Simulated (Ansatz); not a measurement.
**A hypothetical structure for HfMg3InS2**

This structure for HfMg3InS2 is made up. Its elements were placed in a known structure type with a cell scaled to their sizes. What cell does the guess relax to, and how far off was it?

Program: Ansatz 0.2.0. Level of theory: DFT, r2SCAN, plane-wave PAW, files of the set soft_1, scalar-relativistic, no spin, cell and ions relaxed at zero pressure; PAW set soft_1, in the first sound run; inputs show where later runs differ. Results are calculated unless marked as measured.

## 1. Set-up

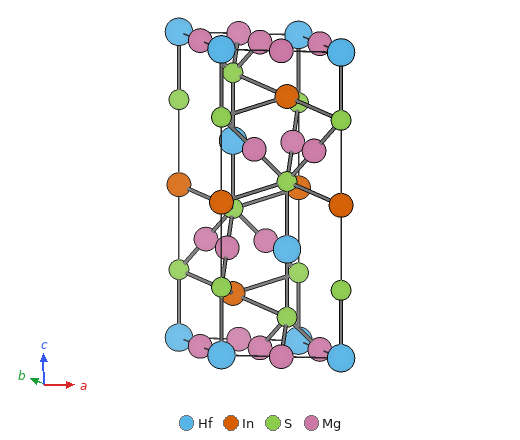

The cell as given, slightly off an axis (hafnium blue, indium orange, sulfur green, magnesium pink). This picture shows the conventional cell, with its axes. Bonds to atoms that aren't drawn are left out. Some periodic images of atoms are drawn too.

## 2. Relaxing cell and atoms

The guessed cell has no reason to be at equilibrium. It is relaxed with the atoms, within the space group of the guess.

The input, input.yaml:

```yaml
crystal:
  lattice:
    - [2.881, 1.663346126, 4.901333333]
    - [-2.881, 1.663346126, 4.901333333]
    - [0.0, -3.326692251, 4.901333333]
  atoms:
    - { symbol: Hf, position: [0.0, 0.0, 0.0] }
    - { symbol: In, position: [0.5, 0.5, 0.5] }
    - { symbol: S, position: [0.778066667, 0.778066667, 0.778066667] }
    - { symbol: S, position: [0.221933333, 0.221933333, 0.221933333] }
    - { symbol: Mg, position: [0.5, 0.0, 0.5] }
    - { symbol: Mg, position: [0.5, 0.5, 0.0] }
    - { symbol: Mg, position: [0.0, 0.5, 0.5] }
kpoints:
  mp_grid: { grid: [6, 6, 6] }
scf:
  occupations: { method: fermi_dirac, width: 0.05 }
hamiltonian:
  xc: r2scan
  pseudopotentials: { kind: paw, azcp: { folder: soft_1 } }
relax:
  f_tol: 0.015
  max_steps: 70
  cell: {}
output:
  forces: true
  stress: true
```

Run with:

```
$ ansatz run input.yaml --threads 4 --pin off --max-ram 10240MiB --backend cpu --events-out ev --progress --plain --runs-dir out
```

Numbers of over 12 decimals in the logs are rounded to 6 here.

The program printed:

```text
Engine: ansatz 0.2.0, x86_64-unknown-linux-gnu
Pseudopotentials: kind: paw
Pseudopotential: Hf, paw, valence charge 26, recommended cutoff 500 eV (meta_gga), soft_1/Hf.paw.azcp
Pseudopotential: In, paw, valence charge 13, recommended cutoff 500 eV (meta_gga), soft_1/In.paw.azcp
Pseudopotential: S, paw, valence charge 6, recommended cutoff 500 eV (meta_gga), soft_1/S.paw.azcp
Pseudopotential: Mg, paw, valence charge 10, recommended cutoff 500 eV (meta_gga), soft_1/Mg.paw.azcp
Functional definition: r2SCAN
  parameter k0 = 0.174
  parameter k1 = 0.065
  parameter a1 = 4.9479
  exchange = r2scan_x(k0 = k0, k1 = k1, a1 = a1)
  correlation = r2scan_c
Crystal: 7 atoms, lattice volume = 140.926 Å³
Basis set: ecut = 500 eV, 3563 PW (Γ), exchange–correlation on 180×180×180 points (64 copies of the dense FFT grid, shifted against one another)
Bands: 49, of which v1, the nominal top of the filled ones, is band 41 counted from 1 (40 counted from 0)
Symmetry: 12 space group operations
Space group: R-3m (ITA 166), of the structure as read, at distance tolerance 5.2e-5 Å
k-points: 32 of 216
Non-local potential: Hf, projectors of the file, l = 0: 3, l = 1: 2, l = 2: 2, l = 3: 3
Non-local potential: In, projectors of the file, l = 0: 2, l = 1: 2, l = 2: 2, l = 3: 1
Non-local potential: S, projectors of the file, l = 0: 2, l = 1: 2, l = 2: 1
Non-local potential: Mg, projectors of the file, l = 0: 3, l = 1: 2, l = 2: 1
PAW form: soft (Blöchl's): semilocal exchange-correlation on the pseudo side does not see the compensation charge
PAW frozen core: Hf, regenerated for the run's functional (the file was generated under x = pbe(κ = 0.804, μ = 0.219515), c = pbe(β = 0.066725))
PAW frozen core: In, regenerated for the run's functional (the file was generated under x = pbe(κ = 0.804, μ = 0.219515), c = pbe(β = 0.066725))
PAW frozen core: S, regenerated for the run's functional (the file was generated under x = pbe(κ = 0.804, μ = 0.219515), c = pbe(β = 0.066725))
PAW frozen core: Mg, regenerated for the run's functional (the file was generated under x = pbe(κ = 0.804, μ = 0.219515), c = pbe(β = 0.066725))
PAW one-centre angular grid: Hf, 974 points (default); XC on 224 Gauss nodes
PAW one-centre angular grid: In, 590 points (default); XC on 160 Gauss nodes
PAW one-centre angular grid: S, 302 points (default); XC on 160 Gauss nodes
PAW one-centre angular grid: Mg, 302 points (default); XC on 224 Gauss nodes
Initial density: superposition of atomic densities (chi_scale 0.1, normalization cell, long waves kept (reshape's long-wave potential 0.00 eV rms))
Initial wavefunctions: pseudopotential atomic-orbital guess
Functional: x = r2scan, c = r2scan; τ floored in thin density (d = 2e-4 eV/Å³)
SCF iter   1: F=—  HF=-28938.484491 eV  |F-HF|=—  |Δ(HF+E_count)|=         —  Δρ=6.69e-2  dr2=1.77e1  dr2_τ=4.41e-1  ethr=3.10e-3  ⟨swp⟩=8.9  Hψ=6576  notcnv=0
preconditioner: auto → Kerker (q_TF=auto, 2.488 Å⁻¹)  [metal: Δε(μ)=0.010 eV  Ē_g=12.010 eV  σ=0.050 eV  W_gap=0.05  n_scr=32 (ndim 8)  ℏωp=21.9 eV  f_vac=0.000  D(μ)=3.40/eV (n_scr^D=14)]
SCF iter   2: F=—  HF=-28936.048558 eV  |F-HF|=—  |Δ(HF+E_count)|=    2.44e0  Δρ=2.58e-2  dr2=2.58e0  dr2_τ=2.84e-1  ethr=3.10e-3  ⟨swp⟩=3.0  Hψ=3458  notcnv=0  defer=34
SCF iter   3: F=—  HF=-28935.878838 eV  |F-HF|=—  |Δ(HF+E_count)|=   1.70e-1  Δρ=1.64e-2  dr2=1.06e0  dr2_τ=2.89e-2  ethr=3.10e-3  ⟨swp⟩=2.0  Hψ=2643  notcnv=0  defer=42
SCF iter   4: F=—  HF=-28935.708835 eV  |F-HF|=—  |Δ(HF+E_count)|=   1.70e-1  Δρ=8.54e-3  dr2=2.95e-1  dr2_τ=4.19e-3  ethr=1.30e-3  ⟨swp⟩=2.8  Hψ=3002  notcnv=0  defer=42
SCF iter   5: F=—  HF=-28935.676520 eV  |F-HF|=—  |Δ(HF+E_count)|=   3.23e-2  Δρ=3.63e-3  dr2=3.42e-2  dr2_τ=1.72e-3  ethr=3.64e-4  ⟨swp⟩=3.1  Hψ=2540  notcnv=0  defer=44
SCF iter   6: F=—  HF=-28935.676343 eV  |F-HF|=—  |Δ(HF+E_count)|=   1.77e-4  Δρ=1.14e-3  dr2=3.16e-3  dr2_τ=1.94e-4  ethr=4.23e-5  ⟨swp⟩=2.0  Hψ=2636  notcnv=0  defer=44
SCF iter   7: F=—  HF=-28935.676001 eV  |F-HF|=—  |Δ(HF+E_count)|=   3.42e-4  Δρ=4.87e-4  dr2=5.00e-4  dr2_τ=1.85e-5  ethr=3.90e-6  ⟨swp⟩=2.0  Hψ=2749  notcnv=0  defer=44
SCF iter   8: F=—  HF=-28935.676019 eV  |F-HF|=—  |Δ(HF+E_count)|=   1.77e-5  Δρ=1.74e-4  dr2=5.15e-5  dr2_τ=2.84e-6  ethr=6.18e-7  ⟨swp⟩=2.0  Hψ=2697  notcnv=0  defer=44
SCF iter   9: F=—  HF=-28935.676087 eV  |F-HF|=—  |Δ(HF+E_count)|=   6.84e-5  Δρ=5.21e-5  dr2=5.65e-6  dr2_τ=1.93e-7  ethr=6.35e-8  ⟨swp⟩=2.0  Hψ=2735  notcnv=0  defer=44
SCF iter  10: F=—  HF=-28935.676088 eV  |F-HF|=—  |Δ(HF+E_count)|=   7.26e-7  Δρ=1.45e-5  dr2=3.98e-7  dr2_τ=3.35e-8  ethr=6.98e-9  ⟨swp⟩=2.0  Hψ=2400  notcnv=0  defer=44
SCF iter  11: F=-28935.676088 eV  HF=-28935.676088 eV  |F-HF|=5.71e-9  |Δ(HF+E_count)|=   1.66e-7  Δρ=5.51e-6  dr2=5.86e-8  dr2_τ=1.53e-9  ethr=1.23e-10  ⟨swp⟩=5.2  Hψ=6873  notcnv=0
SCF 1 converged in 11 iterations: F = -28935.676088 eV  dr2 = 5.86e-8
  greatest PAW one-centre occupation: 1.000 electrons in one spin orbital (limit 2), on the Mg atom at site 6 (counted from 0), in its partial waves of l = 0
relax step   1: F+E_penalty+E_count = -28935.67608793 eV  Δ(F+E_penalty+E_count) = +0.000e0 eV  max|allowed force component| = 2.297e0 eV/Å  Δτ_max = 0.0000 Å  P = +9.481 GPa  Ω = 140.926 Å³  (11 SCF iters, dr2 threshold 1.00e-7 eV, accepted)
Crystal: 7 atoms, lattice volume = 149.340 Å³
Basis set: ecut = 500 eV, 3755 PW (Γ), exchange–correlation on 180×180×180 points (64 copies of the dense FFT grid, shifted against one another)
Initial density: handed on by an earlier stage of this run
Initial wavefunctions: those handed on with the density
iter 1 solved again at ethr=6.42e-4 eV; its pass at ethr=3.10e-3 eV (dr2=5.20e-1 eV) is discarded
SCF iter   1: F=—  HF=-28936.640329 eV  |F-HF|=—  |Δ(HF+E_count)|=         —  Δρ=1.16e-2  dr2=5.26e-1  dr2_τ=3.13e-1  ethr=6.42e-4  ⟨swp⟩=2.0  Hψ=9813  notcnv=0
preconditioner: auto → Kerker (q_TF=auto, 2.464 Å⁻¹)  [metal: Δε(μ)=0.012 eV  Ē_g=11.691 eV  σ=0.050 eV  W_gap=0.06  n_scr=32 (ndim 8)  ℏωp=21.3 eV  f_vac=0.000  D(μ)=4.78/eV (n_scr^D=26)]
SCF iter   2: F=—  HF=-28936.851070 eV  |F-HF|=—  |Δ(HF+E_count)|=   2.11e-1  Δρ=4.77e-3  dr2=8.54e-2  dr2_τ=7.36e-3  ethr=6.42e-4  ⟨swp⟩=3.5  Hψ=2634  notcnv=0
SCF iter   3: F=—  HF=-28936.845808 eV  |F-HF|=—  |Δ(HF+E_count)|=   5.26e-3  Δρ=2.56e-3  dr2=2.71e-2  dr2_τ=9.25e-4  ethr=1.05e-4  ⟨swp⟩=2.2  Hψ=3004  notcnv=0  defer=13
SCF iter   4: F=—  HF=-28936.842734 eV  |F-HF|=—  |Δ(HF+E_count)|=   3.07e-3  Δρ=1.36e-3  dr2=6.20e-3  dr2_τ=1.82e-4  ethr=3.35e-5  ⟨swp⟩=2.0  Hψ=2855  notcnv=0  defer=13
[...]
SCF iter   4: F=—  HF=-28937.660931 eV  |F-HF|=—  |Δ(HF+E_count)|=   1.54e-3  Δρ=8.24e-4  dr2=9.61e-4  dr2_τ=4.85e-5  ethr=1.03e-5  ⟨swp⟩=2.6  Hψ=3096  notcnv=0
SCF iter   5: F=—  HF=-28937.660848 eV  |F-HF|=—  |Δ(HF+E_count)|=   8.32e-5  Δρ=4.81e-4  dr2=3.50e-4  dr2_τ=1.69e-5  ethr=1.19e-6  ⟨swp⟩=3.0  Hψ=3560  notcnv=0
SCF iter   6: F=—  HF=-28937.660963 eV  |F-HF|=—  |Δ(HF+E_count)|=   1.15e-4  Δρ=1.38e-4  dr2=4.12e-5  dr2_τ=1.41e-6  ethr=4.32e-7  ⟨swp⟩=2.2  Hψ=2774  notcnv=0
SCF iter   7: F=—  HF=-28937.660979 eV  |F-HF|=—  |Δ(HF+E_count)|=   1.60e-5  Δρ=3.95e-5  dr2=5.12e-6  dr2_τ=1.08e-7  ethr=5.09e-8  ⟨swp⟩=2.3  Hψ=2848  notcnv=0
SCF iter   8: F=-28937.660979 eV  HF=-28937.660979 eV  |F-HF|=2.19e-8  |Δ(HF+E_count)|=   1.29e-7  Δρ=1.33e-5  dr2=3.83e-7  dr2_τ=1.86e-8  ethr=8.64e-10  ⟨swp⟩=5.8  Hψ=10418  notcnv=0
SCF 3 converged in 8 iterations: F = -28937.660979 eV  dr2 = 3.83e-7
relax step   3: F+E_penalty+E_count = -28937.66097927 eV  Δ(F+E_penalty+E_count) = -8.196e-1 eV  max|allowed force component| = 1.265e0 eV/Å  Δτ_max = 0.1631 Å  P = +2.353 GPa  Ω = 148.202 Å³  energy of the carried Pulay correction = -9.688e-4 eV  (8 SCF iters, dr2 threshold 7.00e-7 eV, accepted)
[...]
relax step   4: F+E_penalty+E_count = -28938.17612434 eV  Δ(F+E_penalty+E_count) = -5.151e-1 eV  max|allowed force component| = 1.640e-1 eV/Å  Δτ_max = 0.1859 Å  P = +4.292 GPa  Ω = 147.853 Å³  energy of the carried Pulay correction = -9.234e-4 eV  (8 SCF iters, dr2 threshold 7.00e-7 eV, accepted)
[...]
relax step   5: F+E_penalty+E_count = -28938.31621872 eV  Δ(F+E_penalty+E_count) = -1.401e-1 eV  max|allowed force component| = 1.821e-1 eV/Å  Δτ_max = 0.0039 Å  P = +0.903 GPa  Ω = 156.898 Å³  energy of the carried Pulay correction = -2.065e-3 eV  (8 SCF iters, dr2 threshold 7.00e-7 eV, accepted)
[...]
relax step   6: F+E_penalty+E_count = -28938.32389654 eV  Δ(F+E_penalty+E_count) = -7.678e-3 eV  max|allowed force component| = 8.695e-2 eV/Å  Δτ_max = 0.0385 Å  P = -0.646 GPa  Ω = 162.637 Å³  energy of the carried Pulay correction = -2.754e-3 eV  (8 SCF iters, dr2 threshold 7.00e-7 eV, accepted)
[...]
relax step   7: F+E_penalty+E_count = -28938.32949176 eV  Δ(F+E_penalty+E_count) = -5.595e-3 eV  max|allowed force component| = 2.718e-2 eV/Å  Δτ_max = 0.0227 Å  P = +0.093 GPa  Ω = 160.404 Å³  energy of the carried Pulay correction = -2.489e-3 eV  (7 SCF iters, dr2 threshold 7.00e-7 eV, accepted)
[...]
relax step   8: F+E_penalty+E_count = -28938.32991115 eV  Δ(F+E_penalty+E_count) = -4.194e-4 eV  max|allowed force component| = 1.090e-4 eV/Å  Δτ_max = 0.0061 Å  P = +0.006 GPa  Ω = 160.473 Å³  energy of the carried Pulay correction = -2.497e-3 eV  (6 SCF iters, dr2 threshold 1.62e-7 eV, accepted)
Initial wavefunctions: pseudopotential atomic-orbital guess (no wavefunctions were taken with the density)
iter 1 solved again at ethr=9.50e-8 eV; its pass at ethr=3.10e-3 eV (dr2=7.70e-5 eV) is discarded
SCF iter   1: F=—  HF=-28938.325201 eV  |F-HF|=—  |Δ(HF+E_count)|=         —  Δρ=8.00e-4  dr2=2.86e-5  dr2_τ=5.29e-5  ethr=9.50e-8  ⟨swp⟩=4.0  Hψ=11483  notcnv=0
preconditioner: auto → Kerker (q_TF=auto, 2.434 Å⁻¹)  [metal: Δε(μ)=0.021 eV  Ē_g=11.710 eV  σ=0.050 eV  W_gap=0.10  n_scr=50 (ndim 8)  ℏωp=20.5 eV  f_vac=0.000  D(μ)=6.82/eV (n_scr^D=56)]
SCF iter   2: F=—  HF=-28938.331875 eV  |F-HF|=—  |Δ(HF+E_count)|=   6.67e-3  Δρ=4.07e-4  dr2=7.51e-6  dr2_τ=1.13e-4  ethr=3.53e-8  ⟨swp⟩=2.0  Hψ=2894  notcnv=0
SCF iter   3: F=—  HF=-28938.334065 eV  |F-HF|=—  |Δ(HF+E_count)|=   2.19e-3  Δρ=5.03e-5  dr2=8.89e-7  dr2_τ=1.49e-6  ethr=9.27e-9  ⟨swp⟩=2.0  Hψ=2894  notcnv=0
SCF iter   4: F=—  HF=-28938.334040 eV  |F-HF|=—  |Δ(HF+E_count)|=   2.51e-5  Δρ=1.22e-5  dr2=1.18e-7  dr2_τ=5.34e-8  ethr=1.10e-9  ⟨swp⟩=2.0  Hψ=2796  notcnv=0
SCF iter   5: F=—  HF=-28938.334041 eV  |F-HF|=—  |Δ(HF+E_count)|=   7.70e-7  Δρ=4.79e-6  dr2=3.08e-8  dr2_τ=2.17e-9  ethr=1.45e-10  ⟨swp⟩=2.0  Hψ=2839  notcnv=0
SCF iter   6: F=—  HF=-28938.334041 eV  |F-HF|=—  |Δ(HF+E_count)|=   4.74e-8  Δρ=1.33e-6  dr2=4.76e-9  dr2_τ=8.02e-11  ethr=3.80e-11  ⟨swp⟩=2.0  Hψ=2207  notcnv=0
SCF iter   7: F=—  HF=-28938.334041 eV  |F-HF|=—  |Δ(HF+E_count)|=   1.19e-9  Δρ=3.94e-7  dr2=4.45e-10  dr2_τ=2.02e-11  ethr=5.88e-12  ⟨swp⟩=2.0  Hψ=2431  notcnv=0
SCF iter   8: F=-28938.334041 eV  HF=-28938.334041 eV  |F-HF|=1.46e-11  |Δ(HF+E_count)|=  2.47e-10  Δρ=1.22e-7  dr2=3.86e-11  dr2_τ=1.36e-12  ethr=1.00e-12  ⟨swp⟩=4.0  Hψ=7195  notcnv=0
SCF 9 converged in 8 iterations: F = -28938.334041 eV  dr2 = 3.86e-11
relax step   9: F+E_penalty+E_count = -28938.33404057 eV  Δ(F+E_penalty+E_count) = -4.129e-3 eV  max|allowed force component| = 3.435e-4 eV/Å  Δτ_max = 0.0000 Å  P = +0.017 GPa  Ω = 160.473 Å³  stress off target by 1.92e-2 GPa  SCF on the basis re-selected at this cell (its energy is not comparable with the rows above)  (8 SCF iters)
basis re-selected at this cell: Δ(F+E_penalty+E_count) = -4.129e-3 eV, ΔP = +0.011 GPa vs the last step (what re-selecting the basis moved, of the pressure what is left beyond the Pulay correction that the steps carried, after the strain that the cell walked since its last selection, with what the two solves' SCF thresholds leave and, on support functions, any second-order correction that the steps lacked; it is no m [...]
SCF converged after 8 iterations
Free energy (F): -28938.334041 eV
Harris-Foulkes:  -28938.334041 eV  (|F-HF|=1.46e-11)
Internal energy: -28938.280516 eV  (E = F + TS)
E sigma→0 (E₀):  -28938.307278 eV
Entropy (-TS):   -0.053524 eV (-7.646 meV/atom)
Fermi energy:    7.896810 eV
--- Per-component energies (eV) ---
  E_band       = -1401.887548
  E_kinetic    = 1042.184172
  E_local      = -14818.638009  (includes V_loc(G=0)·N_el)
  E_nonlocal   = 1036.432704
  E_hartree    = 6251.299703
  E_xc         = -624.098737
  E_vxc        = -658.447507  (∫ρ·V_xc dr)
  E_paw        = -14100.838924  (= ΣΔE_a)
  E_vpaw       = -542.230583  (= ΣTr[D̂ρ^β])
  E_aug_tail   = -0.000060  (compensation charges beyond the density's cutoff)
  E_vtau       = 36.212544  (kinetic-family band-sum trace: ∫τ·v_τ [+ j·A + Jᵃ·Aᵃ] dr)
  E_ewald      = -7725.610312
  E_core_change = 0.988946  (= ΣΔE_core)
  E_smearing   = -0.053524  (= −TS)
  E_closure    = -0.000000  (closes the sum)
  Σ components = -28938.334041   (vs F -28938.334041, Δ=0.00e0)
--- Forces (eV/Å), atoms counted from 1 ---
  atom   1  Hf    -0.00000000     0.00000000     0.00000000
  atom   2  In     0.00000000     0.00000000    -0.00000000
  atom   3  S     -0.00000000     0.00000000     0.00034346
  atom   4  S      0.00000000    -0.00000000    -0.00034346
  atom   5  Mg     0.00000000     0.00000000     0.00000000
  atom   6  Mg    -0.00000000     0.00000000     0.00000000
  atom   7  Mg     0.00000000     0.00000000     0.00000000
  max |Σ_I F_I| component: 5.78e-19 eV/Å
--- Stress (GPa, compression-positive) ---
        0.019223       0.000000      -0.000000
        0.000000       0.019223      -0.000000
       -0.000000      -0.000000       0.012860
  P = ⅓ Tr σ = 0.0171 GPa (0.171 kbar)
--- Relaxed structure (8 steps of the walk, 8 accepted, 1 SCFs on fresh bases) ---
  F+E_penalty+E_count = -28938.33404057 eV   max|allowed force component| = 3.435e-4 eV/Å   (the final SCF, on the basis selected at the relaxed cell)
  cell:  # Å, volume = 160.4735 Å³
    - [3.286666, 1.897558, 4.288460]
    - [-3.286666, 1.897558, 4.288460]
    - [0, -3.795115, 4.288460]
  atoms:
    - { symbol: Hf, position: [-1.3483005411979647e-19, -1.3483005411980937e-19, -1.3483005407069007e-19] }
    - { symbol: In, position: [0.500000, 0.500000, 0.5] }
    - { symbol: S, position: [0.809851, 0.809851, 0.809851] }
    - { symbol: S, position: [0.190149, 0.190149, 0.190149] }
    - { symbol: Mg, position: [0.500000, 5.551115123125783e-17, 0.5] }
    - { symbol: Mg, position: [0.5, 0.5, 0.0] }
    - { symbol: Mg, position: [5.551115123125783e-17, 0.500000, 0.5] }
```

Wall time 25 s (4 threads of AMD EPYC 9B45 (Zen 5), shared host); peak memory 1.1 GiB.

This run has no spin polarisation although its electron count is odd.

Step by step:

| step | energy less that of the first step (eV) | largest force component (eV/Å) | pressure (GPa) | volume (Å³) |
| --- | --- | --- | --- | --- |
| 1 | 0.0000 | 2.2970 | 9.48 | 140.93 |
| 2 | -1.1653 | 1.6303 | 3.25 | 149.34 |
| 3 | -1.9849 | 1.2645 | 2.35 | 148.20 |
| 4 | -2.5000 | 0.1640 | 4.29 | 147.85 |
| 5 | -2.6401 | 0.1822 | 0.90 | 156.90 |
| 6 | -2.6478 | 0.0870 | -0.65 | 162.64 |
| 7 | -2.6534 | 0.0272 | 0.09 | 160.40 |
| 8 | -2.6538 | 0.0001 | 0.01 | 160.47 |
| 9* | -2.6580 | 0.0003 | 0.02 | 160.47 |

Relaxation steps marked * repeat the geometry before them on a plane-wave basis chosen anew for their cell, so energy and pressure can jump there.

Forces are held to the 12 operations that the run works with; a distortion that breaks them can't arise in this run.

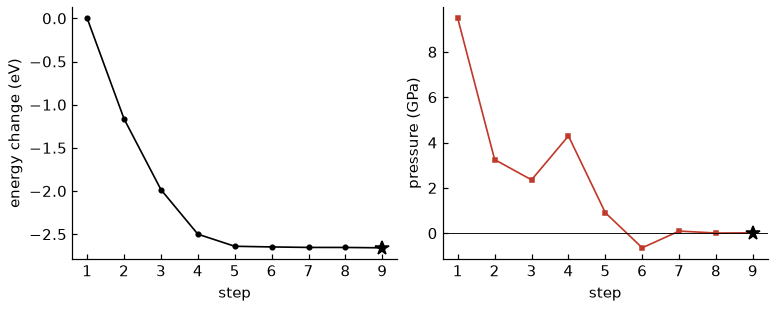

Energy and pressure along the relaxation. Stars mark steps on a basis chosen anew.

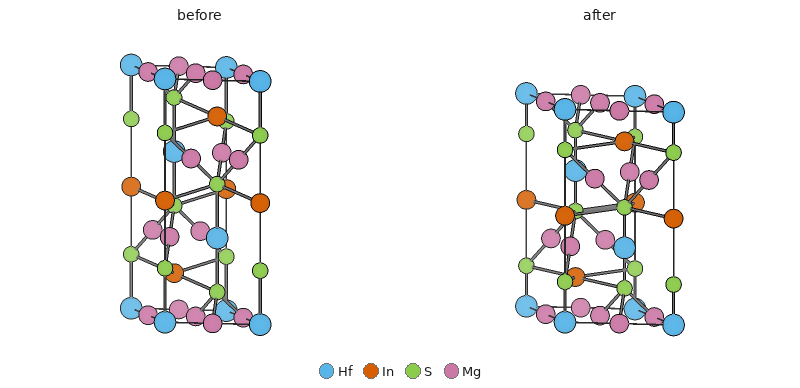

The structure before and after the relaxation, drawn at the same scale. Bonds to atoms that aren't drawn are left out.

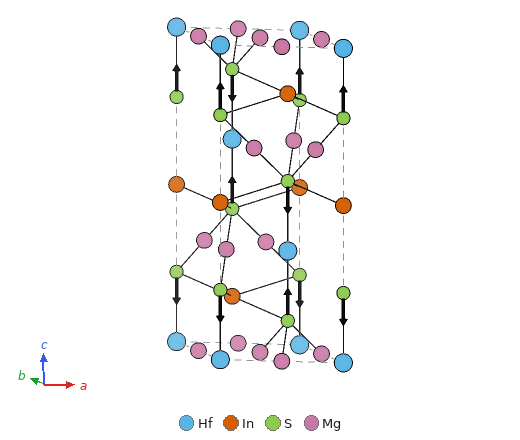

Displacements in the relaxation, exaggerated, measured against the changing cell; the longest in the cell stands for 0.41 Å. Bonds to atoms that aren't drawn are left out. Some periodic images of atoms are drawn too.

| cell as run | before | after | change |
| --- | --- | --- | --- |
| a (Å) | 5.924 | 5.727 | -3.3 % |
| b (Å) | 5.924 | 5.727 | -3.3 % |
| c (Å) | 5.924 | 5.727 | -3.3 % |
| α (°) | 58.20 | 70.05 | +20.4 % |
| β (°) | 58.20 | 70.05 | +20.4 % |
| γ (°) | 58.20 | 70.05 | +20.4 % |
| volume (Å³/atom) | 20.13 | 22.92 | +13.9 % |

The atoms that moved most (Å, as changes of fractional coordinates times the final cell):

| atom | dx | dy | dz | length |
| --- | --- | --- | --- | --- |
| S3 | 0.000 | 0.000 | 0.409 | 0.409 |
| S4 | 0.000 | 0.000 | -0.409 | 0.409 |

This step gave:

* free energy: -28938.3340 eV
* energy at zero smearing: -28938.3073 eV
* smearing term TS: 0.05352 eV
* Fermi energy: 7.897 eV
* electrons: 81
* symmetry operations: 12
* pressure: 0.01710 GPa

The shortest distance of each pair, which need not be the same contact before and after:

| pair | guess (Å) | relaxed (Å) |
| --- | --- | --- |
| Hf–S | 3.263 | 2.446 |
| Mg–S | 2.334 | 2.645 |
| In–Mg | 2.962 | 2.863 |
| Hf–Mg | 2.881 | 3.287 |
| Mg–Mg | 2.881 | 3.287 |

The relaxation ends with a largest force component of 3.4e-4 eV/Å and a pressure of 0.02 GPa.

(Continued in part 2 of 2.)

[Logs are printed without paths, hosts, clocks, repeated set-up lines and the standing remarks that a program may print on its own settings, such as how far it seeks lower states.]

[Hosts, paths, dates, database ids (printed as entryN), source tags and the programs' standing remarks are cut or masked in the printed files.]
